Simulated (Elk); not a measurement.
**C (Fd-3m): refractive index against wavelength**

The refractive index of C (Fd-3m) below the direct gap (5.60 eV on the mesh) is read from one computed spectrum, n = √(Re ε).

It takes space group Fd-3m (No. 227, cubic). The conventional cell has a = 3.567 Å, b = 3.567 Å, c = 3.567 Å, α = 90.00°, β = 90.00°, γ = 90.00°. Around C on site a lie 4 C at 1.54 Å.

Method: Elk 11.2.3 (patched build), PBE, independent particles, k-mesh 17×17×17, Lorentzian half width 0.2 eV.

Launch of the response step: `OMP_NUM_THREADS=4 elk`. The run took 16 s, its band step included, on 4 threads of Arm Neoverse V2, with other jobs on the host.

```
wavelength (nm)  photon energy E (eV)       n
            700                 1.771  2.4529
            633                 1.959  2.4598
            532                 2.331  2.4760
            450                 2.755  2.4989
            405                 3.061  2.5189
            365                 3.397  2.5445
            308                 4.025       ?
```

In the single-oscillator model n² − 1 = E₀E_d/(E₀² − E²), so 1/(n² − 1) = E₀/E_d − E²/(E₀E_d) is linear in E².

Working, on the rows shown:

| x = E² (eV²) | y = 1/(n² − 1) |
| --- | --- |
| 3.13716 | 0.199333 |
| 3.83641 | 0.197996 |
| 5.43137 | 0.19491 |
| 7.59115 | 0.190676 |
| 9.37179 | 0.187096 |
| 11.5384 | 0.182666 |

Means: x̄ = 6.8177, ȳ = 0.19211. Σ(x − x̄)(y − ȳ) = -0.1065, Σ(x − x̄)² = 53.76. Slope = -0.1065 / 53.76 = -0.001981; intercept = ȳ − slope · x̄ = 0.20562. Turned back into n, the line misses the rows shown by at most 0.00056.

Problem. Fill in the last column of the withheld row.

Solution. At x = 16.204 the line gives y = 0.17352, that is 2.6006. The run gave 2.6061, so the extrapolation is off by 0.0055, 4 % of the range in the table.

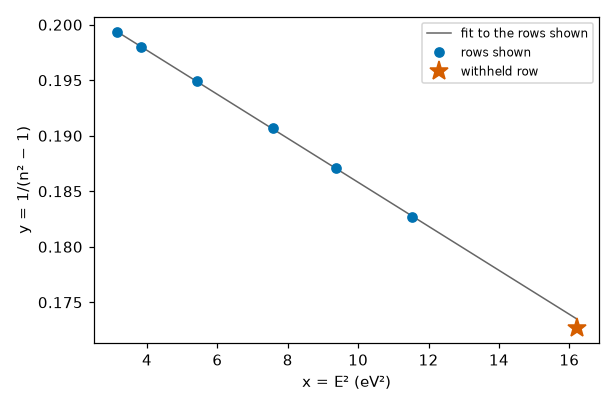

Refitted with all rows, the slope is -0.002035 and the intercept 0.20593. These give E₀ = √(intercept/−slope) = 10.06 eV and E_d = E₀/intercept = 48.9 eV; E₀ is 1.8 times the direct gap. The electronic limit at long wavelengths, without lattice vibrations, is n = √(1 + 1/intercept) = 2.420. Excitons are left out and so are local fields; PBE gaps are as a rule too small. The values come from a sum over the points of one k-mesh and carry its error, which grows as the direct gap shrinks.

[Logs are printed without paths, hosts, clocks, repeated set-up lines and the standing remarks that a program may print on its own settings, such as how far it seeks lower states.]
